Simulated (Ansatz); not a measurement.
Input

```
crystal:
  periodic: [false, false, false]
  atoms:
    - { symbol: Ge, position_ang: [0.095858, 0.053064, 0.006028] }
    - { symbol: Cl, position_ang: [0.651411, 0.102264, 2.134674] }
    - { symbol: H, position_ang: [1.581671, -0.195556, -0.283871] }
    - { symbol: C, position_ang: [-0.837145, 1.640629, -0.609986] }
    - { symbol: H, position_ang: [-1.907078, 1.401576, -0.689822] }
    - { symbol: H, position_ang: [-0.692904, 2.457137, 0.111109] }
    - { symbol: H, position_ang: [-0.457567, 1.952307, -1.594004] }
    - { symbol: O, position_ang: [-0.98683, -1.314057, -0.335661] }
    - { symbol: H, position_ang: [-0.694916, -2.146465, 0.060233] }
basis:
  gaussian: { orbitals: def2-SVP }
hamiltonian:
  xc: b3lyp
relax:
  f_tol: 0.03
  max_steps: 50
output:
  orbitals: {}
```

Command:

```sh
ansatz run input.yaml --threads 2 --pin off --max-ram 3072MiB --backend cpu --events-out ev --progress --plain --runs-dir out
```

The fields are those of the run's last geometry, not of the input's.

Level of theory: Ansatz, RKS B3LYP/def2-SVP.

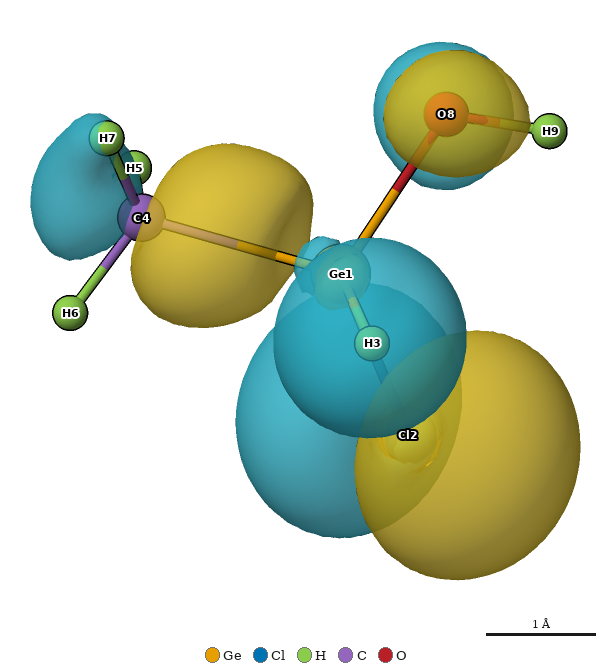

CH5ClGeO. The HOMO at ±0.1 Å⁻³ᐟ² (yellow and cyan are the two phases), seen at a tilt.

### What is the character of this orbital?

By Hirshfeld shares it lies mainly on Cl2 (about 60 %), Ge1 (about 10 %), H3 (about 10 %), C4 (about 10 %) and O8 (about 10 %). Its energy is −8.05 eV.
